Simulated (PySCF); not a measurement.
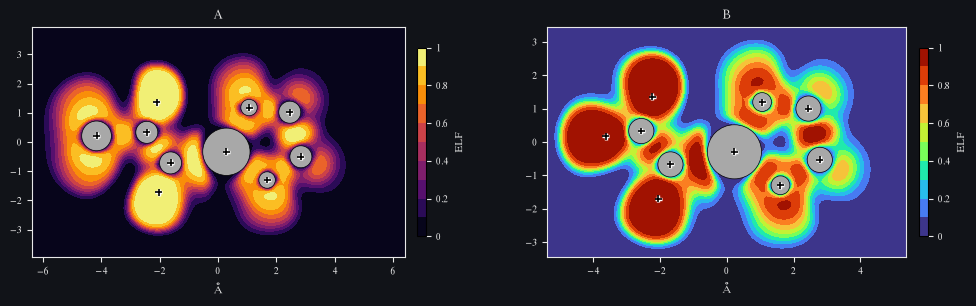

The ELF of 2 systems, each on a plane through atoms (crosses mark nuclei in the plane; grey discs cover the cores).

Level of theory: CAM-B3LYP/def2-SVPD, SCF density, gas phase in PySCF.

System 1: C4H6AlClO2 (SMILES Cl/C=[CH]/[Al]1[O]CC[O]1), the plane of atoms Al4, O8 and C7. Geometry: GFN2-xTB.

| atom | x (Å) | y (Å) | z (Å) |
| --- | --- | --- | --- |
| Cl | 4.7124 | 0.7258 | -0.1627 |
| C | 2.9901 | 0.6285 | -0.0920 |
| C | 2.3237 | -0.4922 | 0.1500 |
| Al | 0.3772 | -0.3589 | 0.1870 |
| O | -0.8767 | -1.4771 | 0.4395 |
| C | -2.1282 | -0.8417 | 0.3743 |
| C | -1.9547 | 0.6917 | 0.0672 |
| O | -0.5933 | 1.0219 | -0.0369 |
| H | 2.5094 | 1.5802 | -0.2657 |
| H | 2.8610 | -1.4188 | 0.3178 |
| H | -2.6408 | -0.9711 | 1.3323 |
| H | -2.7243 | -1.3124 | -0.4133 |
| H | -2.4529 | 0.9400 | -0.8748 |
| H | -2.4035 | 1.2836 | 0.8706 |

System 2: C4H7AlO2, the plane of atoms C2, C1 and H9. Geometry: GFN2-xTB.

```xyz
14

C     3.0137   -0.4949   -0.7383
C     2.2452   -0.8561    0.2828
Al    0.3825   -0.2735    0.3574
O    -0.5095    0.7054   -0.7182
C    -1.8300    0.8693   -0.2739
C    -2.0478    0.1182    1.0917
O    -0.8743   -0.5483    1.4763
H     4.0503   -0.7950   -0.8270
H     2.6334    0.1229   -1.5375
H     2.6595   -1.4786    1.0710
H    -2.0339    1.9371   -0.1464
H    -2.5130    0.4684   -1.0296
H    -2.8566   -0.6124    0.9888
H    -2.3201    0.8371    1.8712
```

### Match each panel to its system.

Panel A is system 1, C4H6AlClO2: the plane holds Cl, C, Al, O and H. C–C (1.33 Å): the ELF peaks at about 0.95 between the atoms; a multiple bond. Panel B is system 2, C4H7AlO2: the plane holds C, Al, O and H. C–C (1.33 Å): the ELF peaks at about 0.95 between the atoms; a short, multiple covalent bond.
